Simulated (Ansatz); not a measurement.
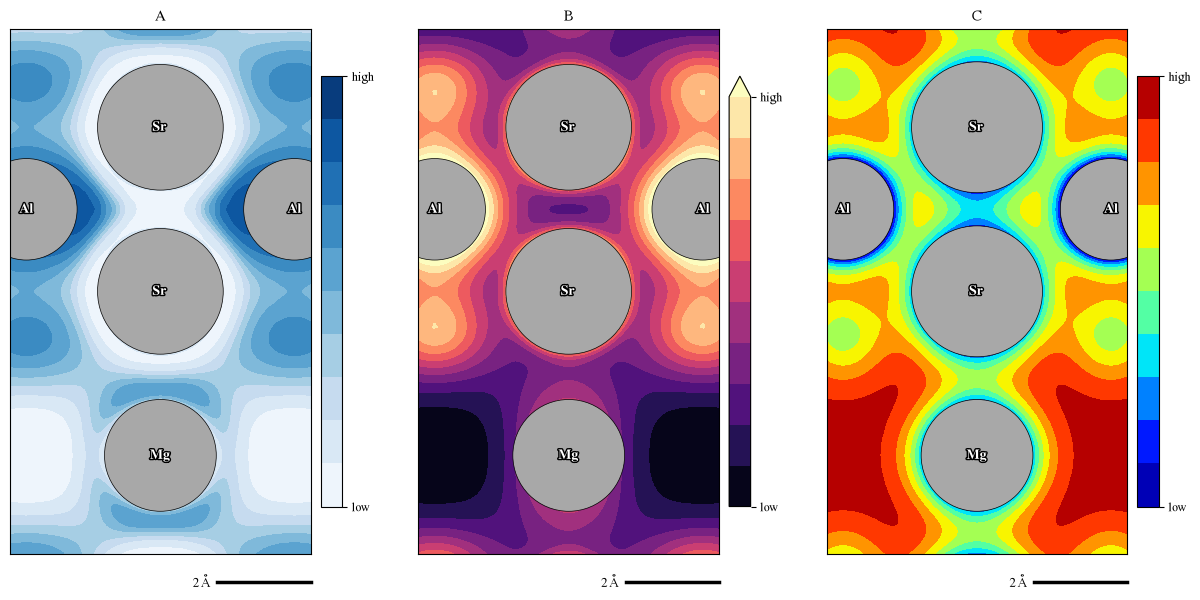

Sr2MgAl3: 3 fields on the (110) plane of the conventional cell, with unlabelled colour scales. Grey discs cover the atomic cores.

Space group P6/mmm; started from the ScCo3B2_191 prototype, which need not be the ambient phase; computed without spin polarisation.

Method: DFT PBE, scalar-relativistic, plane waves, PAW in Ansatz.

> The panels show electron localisation function, electrostatic potential energy of an electron and valence pseudo-density in some order. Assign them.

Panel A: electron localisation function. Panel B: valence pseudo-density. Panel C: electrostatic potential energy of an electron (low next to the atoms, rising into the space between them). From the grid: Sr–Al (3.36 Å): ρ at the midpoint is about 0.11 e/Å³; the ELF peaks at about 0.80 in the valence shell of Al, 1.1 Å from its nucleus, and drops to about 0.10 between the two atoms. Sr–Mg (3.51 Å): ρ at the midpoint is about 0.08 e/Å³; the ELF is about 0.25 at the midpoint.
